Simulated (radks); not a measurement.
System: the Br⁺ ion, configuration [Ar] 3d10 4s2 4p4 (high spin). Level of theory: scalar-relativistic Kohn-Sham, r2SCAN, spin-polarised, spherical densities, finite nucleus. Computed with the in-house radial solver radks.

Wanted: the number of electrons inside radius r (solid) and the radial density 4πr²ρ (dashed).

The count levels off at 34 electrons. Half of them lie within 0.471 bohr, 90 % within 1.66 bohr and 99 % within 3.11 bohr. The radial density has minima at 0.0623 and 0.285 bohr, where the count stands at 2.1 and 11.0; these part the shells that the density resolves.

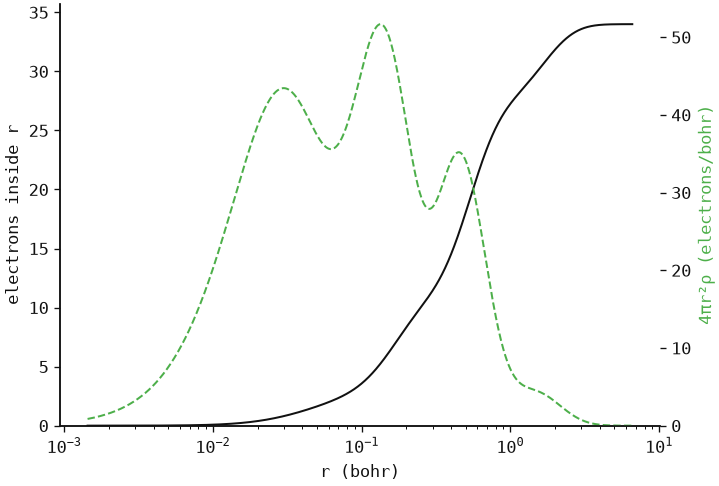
